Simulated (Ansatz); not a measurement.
# Geometry relaxation, with input and output: BSiH5Cl2O

The run: geometry relaxation of BSiH5Cl2O. Method and program: RKS B3LYP/6-31G* (Ansatz 0.2.0).

The input holds or restrains some coordinates. It belongs to a series of runs on one base structure; here: pulled along the bonds that form and break, towards end B. Figures and captions count atoms from 1; the log counts them from 0 in places.

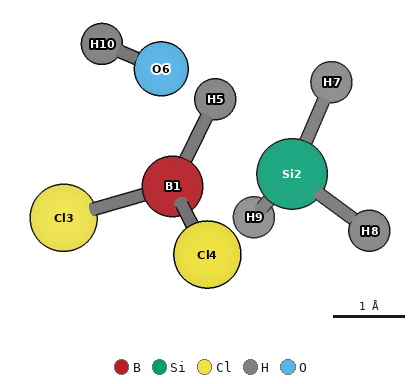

**Figure 1.** The input geometry (ball-and-stick view, seen at a tilt; atoms are numbered from 1 in the order of the input). Bond lengths as drawn: B–Cl 1.77 to 1.79 Å, B–H 1.43 Å, H–O 0.96 Å and H–Si 1.46 to 1.47 Å.

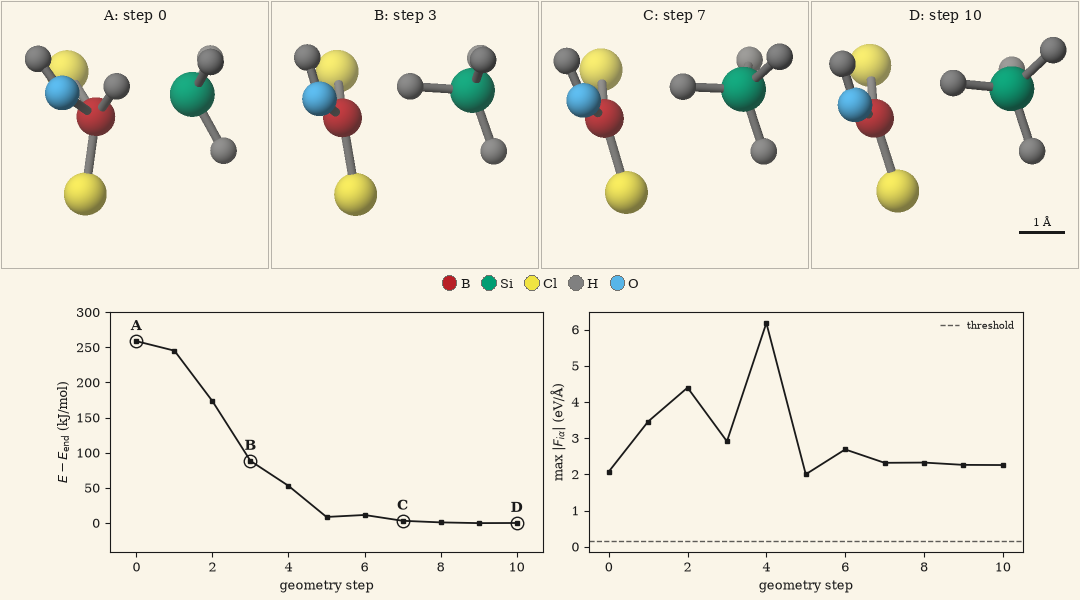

**Figure 2.** Frames of the restrained relaxation (ball-and-stick view, seen at a tilt) above the curves, on which the letters mark them (the first geometry is step 0 here and step 1 in the log).

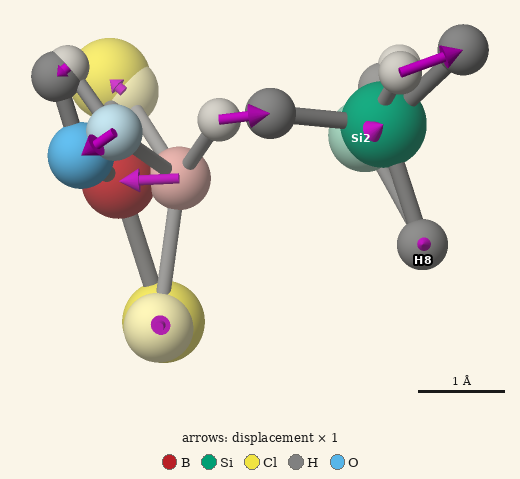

**Figure 3.** Start (faint) and end (solid) with the displacements as pink arrows, at true length (ball-and-stick view, seen at a tilt). The two geometries are laid on each other by the best rigid fit. Over 10 geometry steps the energy falls by 258.8 kJ/mol. The largest force component goes from 2.1 to 2.3 eV/Å. The largest move after the best rigid fit is that of H7, 0.80 Å. By element the largest moves are H 0.80 Å, B 0.71 Å, O 0.53 Å, Si 0.37 Å, Cl 0.28 Å. Among the contacts that change: B1–H5 1.433 → 2.353 Å, Si2–H5 1.876 → 1.444 Å, B1–O6 1.750 → 1.417 Å, Si2–H8 1.457 → 1.487 Å. New bonds form: Si2–H5 (1.88 → 1.44 Å). Among the angles that change: Cl3–B1–O6 106.9° → 121.1°, Cl4–B1–O6 107.8° → 117.9°, Cl3–B1–Cl4 117.4° → 120.8°. (Atoms are counted from 1 in the order of the input.)

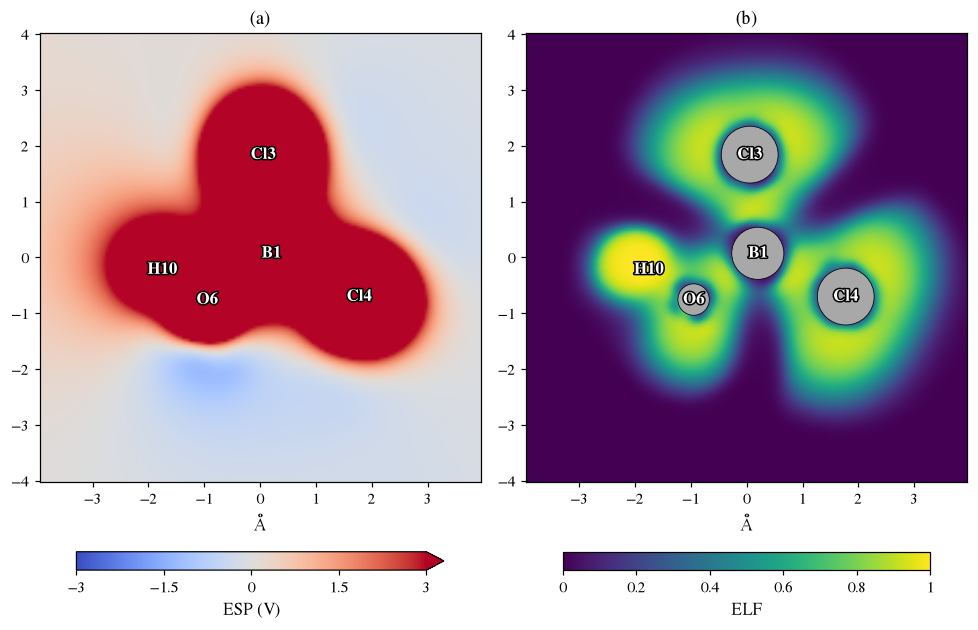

**Figure 4.** (a) molecular electrostatic potential; (b) ELF on the plane of atoms Cl3, B1 and O6. Grey discs, where drawn, cover atomic cores. Atoms in the plane: B, Cl, O and H. B–O (1.42 Å): the ELF peaks at about 0.90 between the atoms, which marks a polar covalent bond. O–H (0.97 Å): the ELF climbs to about 1 towards the hydrogen, as it does in any bond to H (a covalent bond by its length).

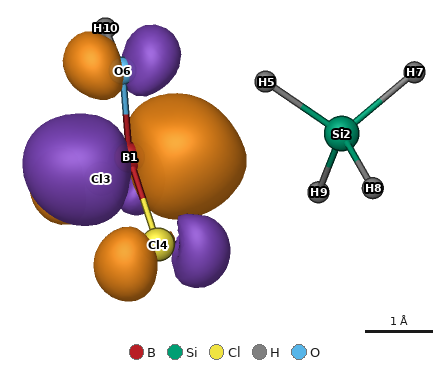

**Figure 5.** One frontier orbital at ±0.15 Å⁻³ᐟ² (orange and purple are the two phases), seen at a tilt. The LUMO, at −0.84 eV. By Hirshfeld shares it lies mainly on B1 (45 %), Cl4 (15 %), Cl3 (15 %) and O6 (15 %).

These pictures come from the run below.

**The input**
```yaml
crystal:
  periodic: [false, false, false]
  atoms:
    - { symbol: B, position_ang: [-0.2691, -0.8902, 0.2907] }
    - { symbol: Si, position_ang: [1.0788, 0.8948, -0.1463] }
    - { symbol: Cl, position_ang: [-0.2295, -2.0696, -1.0576] }
    - { symbol: Cl, position_ang: [0.0028, -1.5137, 1.9255] }
    - { symbol: H, position_ang: [-0.7343, 0.428, -0.0259] }
    - { symbol: O, position_ang: [-1.8477, -0.1349, 0.2607] }
    - { symbol: H, position_ang: [0.5373, 2.215, -0.4933] }
    - { symbol: H, position_ang: [1.9133, 1.057, 1.0366] }
    - { symbol: H, position_ang: [1.8844, 0.4629, -1.2836] }
    - { symbol: H, position_ang: [-2.336, -0.4494, -0.507] }
basis:
  gaussian: { orbitals: "6-31G*" }
hamiltonian:
  xc: b3lyp
relax:
  f_tol: 0.15
  max_steps: 25
  restrain:
    - { distance: [0, 5], at: 1.5, k: 30.0 }
    - { distance: [4, 1], at: 1.42, k: 30.0 }
    - { distance: [0, 1], at: 3.25, k: 30.0 }
    - { distance: [4, 5], at: 2.27, k: 30.0 }
output:
  orbitals: {}
```

Command:
```bash
ansatz run input.yaml --threads 2 --pin off --max-ram 3072MiB --backend cpu --events-out ev --progress --plain --runs-dir out
```

**The program's output**
```
The last accepted step is kept in [file] (removed where the run ends without a failure and the disk answers)
Engine: ansatz 0.2.0, x86_64-unknown-linux-gnu
Functional definition: B3LYP
  parameter a0 = 0.2
  parameter ax = 0.72
  parameter ac = 0.81
  exchange = (1 - a0 - ax)*slater_x + ax*b88_x + a0*exact_x
  correlation = (1 - ac)*vwn_rpa_c + ac*lyp_c
1029 factors; integrals over basis functions are off by at most 6.4e-4 eV
mean field evaluation 1: about -35724.4347 eV, gradient 4.4e1 eV
mean field evaluation 2: about -35713.4192 eV, gradient 8.7e1 eV
mean field evaluation 4: about -35727.8710 eV, gradient 2.3e0 eV
mean field evaluation 8: about -35727.9049 eV, gradient 1.0e-1 eV
mean field evaluation 16: about -35727.9050 eV, gradient 3.2e-5 eV
mean field -35727.90497304 eV, -1312.9762905156 hartree, gradient 3.2e-5 eV, S^2 0.000000; 0 other end points of the search recorded, 0 dependent functions left out
the calculation of the forces begins
reference -35727.90522550 eV, -1312.9762997930 hartree; 33, 33 occupied and 64, 64 virtual orbitals, 1029 factors
relax step   1: F+E_penalty+E_count = -35727.90497304 eV  Δ(F+E_penalty+E_count) = +0.000e0 eV  max|allowed force component| = 2.073e0 eV/Å  E_restraint = 32.89961903 eV  max|allowed force component, restraints' pulls added| = 3.807e1 eV/Å  Δτ_max = 0.0000 Å  (27 SCF iters, accepted)
  distance B 0 - O 5 = 1.7502 Å
  distance H 4 - Si 1 = 1.8761 Å
  distance B 0 - Si 1 = 2.2790 Å
  distance H 4 - O 5 = 1.2801 Å
these checks for a lower state are left out or cut short: starts, cluster_reference, orbital_swaps, neighbouring_geometries, increment
1029 factors; integrals over basis functions are off by at most 6.3e-4 eV
mean field -35728.04517415 eV, -1312.9814428110 hartree, gradient 1.7e-5 eV, S^2 0.000000; 0 other end points of the search recorded, 0 dependent functions left out
[... from here on the field's lines of each further geometry are left out, up to the last ...]
relax step   2: F+E_penalty+E_count = -35728.04517415 eV  Δ(F+E_penalty+E_count) = -1.402e-1 eV  max|allowed force component| = 3.459e0 eV/Å  E_restraint = 17.02850545 eV  max|allowed force component, restraints' pulls added| = 2.904e1 eV/Å  Δτ_max = 0.1949 Å  (34 SCF iters, accepted)
relax step   3: F+E_penalty+E_count = -35728.79023327 eV  Δ(F+E_penalty+E_count) = -7.451e-1 eV  max|allowed force component| = 4.394e0 eV/Å  E_restraint = 6.55981158 eV  max|allowed force component, restraints' pulls added| = 1.754e1 eV/Å  Δτ_max = 0.1950 Å  (34 SCF iters, accepted)
relax step   4: F+E_penalty+E_count = -35729.67137939 eV  Δ(F+E_penalty+E_count) = -8.811e-1 eV  max|allowed force component| = 2.911e0 eV/Å  E_restraint = 1.13666636 eV  max|allowed force component, restraints' pulls added| = 6.226e0 eV/Å  Δτ_max = 0.1949 Å  (32 SCF iters, accepted)
relax step   5: F+E_penalty+E_count = -35730.03972591 eV  Δ(F+E_penalty+E_count) = -3.683e-1 eV  max|allowed force component| = 6.180e0 eV/Å  E_restraint = 0.12999718 eV  max|allowed force component, restraints' pulls added| = 6.132e0 eV/Å  Δτ_max = 0.1947 Å  (27 SCF iters, accepted)
relax step   6: F+E_penalty+E_count = -35730.49870913 eV  Δ(F+E_penalty+E_count) = -4.590e-1 eV  max|allowed force component| = 2.000e0 eV/Å  E_restraint = 0.15738741 eV  max|allowed force component, restraints' pulls added| = 1.670e0 eV/Å  Δτ_max = 0.1947 Å  (27 SCF iters, accepted)
relax step   7: F+E_penalty+E_count = -35730.46933067 eV  Δ(F+E_penalty+E_count) = +2.938e-2 eV  max|allowed force component| = 2.688e0 eV/Å  E_restraint = 0.11437847 eV  max|allowed force component, restraints' pulls added| = 7.465e-1 eV/Å  Δτ_max = 0.1952 Å  (29 SCF iters, accepted)
relax step   8: F+E_penalty+E_count = -35730.55505989 eV  Δ(F+E_penalty+E_count) = -8.573e-2 eV  max|allowed force component| = 2.318e0 eV/Å  E_restraint = 0.11539987 eV  max|allowed force component, restraints' pulls added| = 1.795e-1 eV/Å  Δτ_max = 0.2000 Å  (27 SCF iters, accepted)
relax step   9: F+E_penalty+E_count = -35730.57870658 eV  Δ(F+E_penalty+E_count) = -2.365e-2 eV  max|allowed force component| = 2.325e0 eV/Å  E_restraint = 0.11696126 eV  max|allowed force component, restraints' pulls added| = 1.599e-1 eV/Å  Δτ_max = 0.2000 Å  (27 SCF iters, accepted)
relax step  10: F+E_penalty+E_count = -35730.58942671 eV  Δ(F+E_penalty+E_count) = -1.072e-2 eV  max|allowed force component| = 2.261e0 eV/Å  E_restraint = 0.12349790 eV  max|allowed force component, restraints' pulls added| = 2.396e-1 eV/Å  Δτ_max = 0.0885 Å  (28 SCF iters, accepted)
the calculation of the forces begins
reference -35730.58784985 eV, -1313.0748844197 hartree; 33, 33 occupied and 64, 64 virtual orbitals, 1029 factors
relax step  11: F+E_penalty+E_count = -35730.58759190 eV  Δ(F+E_penalty+E_count) = +1.835e-3 eV  max|allowed force component| = 2.256e0 eV/Å  E_restraint = 0.11762784 eV  max|allowed force component, restraints' pulls added| = 1.182e-1 eV/Å  Δτ_max = 0.0206 Å  (28 SCF iters, accepted)
  distance B 0 - O 5 = 1.4168 Å
  distance H 4 - Si 1 = 1.4438 Å
  distance B 0 - Si 1 = 3.2676 Å
  distance H 4 - O 5 = 2.2769 Å
1029 factors; integrals over basis functions are off by at most 7.2e-4 eV
mean field evaluation 96: about -35730.5606 eV, gradient 1.9e0 eV
mean field -35730.58759190 eV, -1313.0748749402 hartree, gradient 1.4e-5 eV, S^2 0.000000; 1 other end points of the search recorded, 0 dependent functions left out
the calculation of the forces begins
reference -35730.58784985 eV, -1313.0748844197 hartree; 33, 33 occupied and 64, 64 virtual orbitals, 1029 factors
Total energy: -35730.58784985 eV, -1313.0748844197 hartree
Atom 0 at    -0.788028    -1.381615     0.331949 Å, force    -2.256480     0.890291     0.316083 eV/Å
Atom 1 at     1.063993     1.259566    -0.189294 Å, force     1.092084     0.627030    -0.188019 eV/Å
Atom 2 at    -0.376302    -2.169842    -1.202773 Å, force    -0.031840     0.040734     0.065519 eV/Å
Atom 3 at     0.175876    -1.665538     1.777364 Å, force    -0.087741     0.035562    -0.118197 eV/Å
Atom 4 at    -0.327342     0.886350    -0.092642 Å, force    -0.503149     0.005338    -0.017240 eV/Å
Atom 5 at    -1.962144    -0.599022     0.459972 Å, force     1.847488    -1.554803    -0.182635 eV/Å
Atom 6 at     1.162397     2.609361    -0.822544 Å, force    -0.007115    -0.104551     0.037421 eV/Å
Atom 7 at     1.672292     1.311517     1.166315 Å, force    -0.027230     0.004760    -0.053209 eV/Å
Atom 8 at     1.800448     0.277176    -1.034686 Å, force    -0.055047     0.074288     0.084874 eV/Å
Atom 9 at    -2.421190    -0.528054    -0.393861 Å, force     0.029030    -0.018649     0.055402 eV/Å
Dipole moment:    -0.244867     0.084687    -0.259438 e Å
```

**Trajectory as extended XYZ (Å, eV, eV/Å), 10 of the 11 frames kept, from step=1 to step=11**
```
10
Properties=species:S:1:pos:R:3:forces:R:3 step=1 energy=-35727.90497
B    -0.2691   -0.8902    0.2907   -1.4027   0.4637  -0.1202
Si    1.0788    0.8948   -0.1463   -0.1613  -0.4077   0.0472
Cl   -0.2295   -2.0696   -1.0576    0.1839  -0.1507  -0.3771
Cl    0.0028   -1.5137    1.9255    0.2184   0.0429   0.3646
H    -0.7343    0.4280   -0.0259   -0.9876  -0.0941  -0.0717
O    -1.8477   -0.1349    0.2607    2.0727   0.2364   0.8589
H     0.5373    2.2150   -0.4933   -0.3398   0.3395  -0.0732
H     1.9133    1.0570    1.0366    0.2042  -0.0104   0.4576
H     1.8844    0.4629   -1.2836    0.2083  -0.2360  -0.3536
H    -2.3360   -0.4494   -0.5070    0.0038  -0.1837  -0.7326
10
Properties=species:S:1:pos:R:3:forces:R:3 step=2 energy=-35728.04517
B    -0.4159   -0.9865    0.3189   -3.4589   1.9527  -0.3922
Si    1.1069    0.9917   -0.1703   -0.5437  -1.3759   0.2381
Cl   -0.2285   -2.0788   -1.0677    0.2653  -0.1875  -0.3047
Cl    0.0054   -1.5186    1.9379    0.3053   0.0658   0.3017
H    -0.5539    0.4954   -0.0559    1.5347  -0.5932   0.2507
O    -1.9045   -0.2028    0.2974    2.3761  -1.1754   0.9437
H     0.5302    2.2321   -0.4976   -0.4006   1.7780  -0.4432
H     1.9158    1.0586    1.0408    0.1057   0.0025   0.4154
H     1.8868    0.4623   -1.2874    0.1092  -0.1842  -0.2950
H    -2.3423   -0.4535   -0.5163   -0.2931  -0.2827  -0.7143
10
Properties=species:S:1:pos:R:3:forces:R:3 step=3 energy=-35728.79023
B    -0.5681   -1.0563    0.3414   -4.3944   1.8548  -0.1032
Si    1.1379    1.0661   -0.1910   -0.4431  -1.8009   0.3529
Cl   -0.2252   -2.0786   -1.0688    0.1881  -0.0692  -0.1677
Cl    0.0087   -1.5160    1.9377    0.2249   0.1659   0.0913
H    -0.3718    0.5596   -0.0827    1.8676  -0.6134   0.2659
O    -1.9654   -0.2932    0.3364    3.1383  -2.1418   0.9650
H     0.5274    2.2565   -0.5038   -0.3731   2.8141  -0.7075
H     1.9161    1.0586    1.0446    0.0604   0.0387   0.3430
H     1.8875    0.4605   -1.2904    0.1061  -0.1153  -0.2828
H    -2.3471   -0.4574   -0.5237   -0.3748  -0.1330  -0.7571
10
Properties=species:S:1:pos:R:3:forces:R:3 step=4 energy=-35729.67138
B    -0.7403   -1.1426    0.3713   -2.9105   1.1269   0.2445
Si    1.1789    1.1316   -0.2113   -0.0122  -1.4626   0.3404
Cl   -0.2239   -2.0755   -1.0682   -0.1700   0.0902   0.1061
Cl    0.0114   -1.5096    1.9355   -0.1277   0.1386  -0.1504
H    -0.2078    0.6171   -0.1036    0.5055  -0.8770   0.2910
O    -2.0038   -0.3946    0.3787    2.3601  -2.1789  -0.5978
H     0.5308    2.3127   -0.5178   -0.0186   2.8222  -0.7079
H     1.9173    1.0598    1.0504    0.1217   0.1547   0.2414
H     1.8906    0.4589   -1.2968    0.2130   0.0179  -0.3141
H    -2.3532   -0.4577   -0.5384    0.0387   0.1680   0.5470
10
Properties=species:S:1:pos:R:3:forces:R:3 step=5 energy=-35730.03973
B    -0.8616   -1.2593    0.3934   -1.8281   0.9802   0.1943
Si    1.1810    1.1748   -0.2279    0.1869  -0.0759   0.0398
Cl   -0.2475   -2.0780   -1.0480   -0.1003  -0.2706  -0.2858
Cl   -0.0229   -1.5057    1.9189   -0.1977  -0.0720   0.2112
H    -0.1286    0.5949   -0.0960   -0.3834  -0.6072   0.1961
O    -2.0587   -0.5161    0.3576    3.7980  -1.9545   6.1804
H     0.6338    2.4730   -0.5582    0.4931   1.1173  -0.2843
H     1.9207    1.0830    1.0462    0.0836   0.1805   0.0476
H     1.9045    0.4827   -1.3098    0.1542   0.1312  -0.1670
H    -2.3207   -0.4495   -0.4765   -2.2061   0.5710  -6.1324
10
Properties=species:S:1:pos:R:3:forces:R:3 step=7 energy=-35730.46933
B    -0.8233   -1.2797    0.3827   -2.6880   0.0359   0.6100
Si    1.1576    1.2494   -0.2321    0.8593   0.7450  -0.1771
Cl   -0.4006   -2.2924   -1.0158    0.2101   0.2530  -0.1488
Cl   -0.0826   -1.6564    1.9570   -0.0162   0.3767  -0.3463
H    -0.1186    0.5999   -0.0670   -0.4748  -0.2668   0.0436
O    -2.0367   -0.5451    0.3841    1.8693  -1.1097  -0.4827
H     0.8623    2.6629   -0.5943    0.0806  -0.0191   0.0000
H     1.9285    1.1930    1.0316   -0.0046  -0.0031   0.0256
H     1.9210    0.5960   -1.3214    0.0101  -0.0252  -0.0308
H    -2.4078   -0.5276   -0.5250    0.1542   0.0136   0.5065
10
Properties=species:S:1:pos:R:3:forces:R:3 step=8 energy=-35730.55506
B    -0.8353   -1.3185    0.3683   -2.3178   0.9302   0.1823
Si    1.1303    1.2315   -0.2061    0.8664   0.6989  -0.2522
Cl   -0.3296   -2.1766   -1.0985   -0.0078  -0.0251   0.0282
Cl    0.0385   -1.5164    1.8813   -0.0299  -0.0388  -0.0376
H    -0.2198    0.7380   -0.0674   -0.4327  -0.0753   0.0060
O    -2.0353   -0.5621    0.3885    1.8268  -1.6078  -0.0426
H     1.0270    2.6534   -0.6360    0.0773  -0.0016   0.0153
H     1.8575    1.1415    1.0815   -0.0037   0.0166   0.0256
H     1.8606    0.4647   -1.2477   -0.0203  -0.0180   0.0227
H    -2.4939   -0.6556   -0.4641    0.0417   0.1208   0.0524
10
Properties=species:S:1:pos:R:3:forces:R:3 step=9 energy=-35730.57871
B    -0.8041   -1.3555    0.3355   -2.3248   0.8205   0.2879
Si    1.0852    1.2541   -0.1944    1.0728   0.5516  -0.1385
Cl   -0.3811   -2.1993   -1.1668   -0.0199   0.0692   0.0408
Cl    0.1597   -1.5799    1.7899   -0.0770  -0.0081  -0.0620
H    -0.2900    0.8246   -0.0803   -0.4756   0.0191  -0.0479
O    -1.9987   -0.5988    0.4380    1.9327  -1.4778  -0.1303
H     1.1243    2.6368   -0.7534   -0.0074  -0.0813   0.0045
H     1.7237    1.2479    1.1479   -0.0281   0.0353  -0.0524
H     1.8359    0.3346   -1.0979   -0.0791   0.0873   0.0693
H    -2.4549   -0.5645   -0.4188    0.0064  -0.0158   0.0285
10
Properties=species:S:1:pos:R:3:forces:R:3 step=10 energy=-35730.58943
B    -0.7897   -1.3815    0.3320   -2.2610   0.8892   0.3051
Si    1.0632    1.2616   -0.1915    1.1307   0.5943  -0.2048
Cl   -0.3776   -2.1743   -1.2008   -0.0404   0.0487   0.0722
Cl    0.1868   -1.6488    1.7724   -0.1074   0.0248  -0.1140
H    -0.3317    0.8887   -0.0982   -0.4505   0.0312  -0.0449
O    -1.9696   -0.6067    0.4612    1.9280  -1.5387  -0.1146
H     1.1756    2.6202   -0.8157   -0.0300  -0.1937   0.0716
H     1.6647    1.2979    1.1703   -0.0415   0.0187  -0.0970
H     1.8061    0.2759   -1.0387   -0.1217   0.1529   0.1369
H    -2.4277   -0.5330   -0.3911   -0.0062  -0.0274  -0.0106
10
Properties=species:S:1:pos:R:3:forces:R:3 step=11 energy=-35730.58759
B    -0.7880   -1.3816    0.3319   -2.2565   0.8903   0.3161
Si    1.0640    1.2596   -0.1893    1.0921   0.6270  -0.1880
Cl   -0.3763   -2.1698   -1.2028   -0.0318   0.0407   0.0655
Cl    0.1759   -1.6655    1.7774   -0.0877   0.0356  -0.1182
H    -0.3273    0.8863   -0.0926   -0.5031   0.0053  -0.0172
O    -1.9621   -0.5990    0.4600    1.8475  -1.5548  -0.1826
H     1.1624    2.6094   -0.8225   -0.0071  -0.1046   0.0374
H     1.6723    1.3115    1.1663   -0.0272   0.0048  -0.0532
H     1.8004    0.2772   -1.0347   -0.0550   0.0743   0.0849
H    -2.4212   -0.5281   -0.3939    0.0290  -0.0186   0.0554
```

**Results in brief**

| quantity | value |
| --- | --- |
| outcome | converged under the restraints of the input |
| total energy | −35730.5878 eV |
| mean-field energy | −35730.5878 eV |
| largest force (length of the vector) at the end, held atoms and coordinates included | 2.446 eV/Å |
| hardware | 2 threads of AMD EPYC (Zen 5), 16 GiB of memory available, shared host |
| wall time | 14 s (CPU time 27 s) |
| peak memory | 0.26 GiB |
